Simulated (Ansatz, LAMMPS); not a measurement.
# Gap against volume in amorphous 41Ga2O3-59SiO2 (mol %) (111 atoms)

Density of this cell: 3.88 g/cm³. The cell holds 111 atoms: 24 Ga, 17 Si and 70 O. Cell: a = 11.051 Å, b = 11.274 Å, c = 11.263 Å, α = 88.3°, β = 87.0°, γ = 92.4°. The starting structure: 111 atoms (24 Fe, 17 Si, 70 O) placed at random at 3.3 g/cm³, melted at 5000 K for 10 ps at fixed volume with the Morse and Coulomb pair potential with partial charges (Pedone, Malavasi, Menziani, Cormack and Segre, J. Phys. Chem. B 110, 11780 (2006)). Quenched from 5000 K to 300 K at 50 K/ps and fixed volume, held 10 ps at zero pressure, then minimised at fixed cell. Then Fe was replaced by Ga and the cell scaled by 1.005 (the potential has no terms for the new elements, so the cell is a start for a DFT relaxation).

Calculated with Ansatz 0.2.0: Kohn-Sham DFT, PBE, PAW (set soft_2), plane waves; cutoff 420 eV, Γ point, fixed occupations. The relaxed cell was scaled evenly and the atoms were relaxed at each volume. The gap is that between the highest filled and the lowest empty Kohn-Sham level on the run's k-points.

| volume (Å³/atom) | gap (eV) |
| --- | --- |
| 11.348 | 2.854 |
| 11.852 | 2.626 |
| 12.230 | ? |
| 12.609 | 2.281 |
| 12.987 | 2.083 |
| 13.365 | 1.980 |

Task: Fit a straight line in ln V to the rows given and interpolate to the withheld row.

Worked fit:

A volume deformation potential makes the spacing linear in u = ln(V/V0), with V0 = 12.609 Å³ the relaxed volume; v is the spacing.

| u = ln(V/V0) | v (eV) |
| --- | --- |
| -0.105361 | 2.8543 |
| -0.0618761 | 2.6256 |
| 0 | 2.2815 |
| 0.0295592 | 2.083 |
| 0.0582691 | 1.9804 |

With n = 5: mean u = -0.0158818, mean v = 2.36496, Σ(u − ū)² = 0.017937, Σ(u − ū)(v − v̄) = -0.098427. Slope b = -0.098427 / 0.017937 = -5.4872; intercept a = v̄ − b ū = 2.2778.

At the withheld volume u = -0.03046, and v = a + b u.

Prediction at 12.230: 2.445 eV. The run gave 2.5 eV, so the fit is low by 0.055 eV (2.2 % of the value).

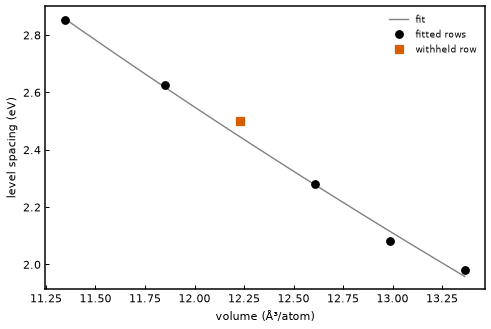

The fit, the rows that it rests on and the withheld row.

The slope, -5.49 eV, says that the spacing narrows on expansion. Among the rows given, the largest miss of the fit is at 12.987, by 0.033 eV (3.7 % of the range of the table).

Limits: The table spans 16 % in volume, wide for a linear law. Semilocal functionals tend to put gaps under measured ones. Only the Γ point is sampled. Atoms move by up to 0.6 Å in these relaxations, so the structure changes along the series. Defect or tail levels can set the spacing of a disordered cell.

[Hosts, paths, dates, database ids (printed as entryN), source tags and the programs' standing remarks are cut or masked in the printed files.]
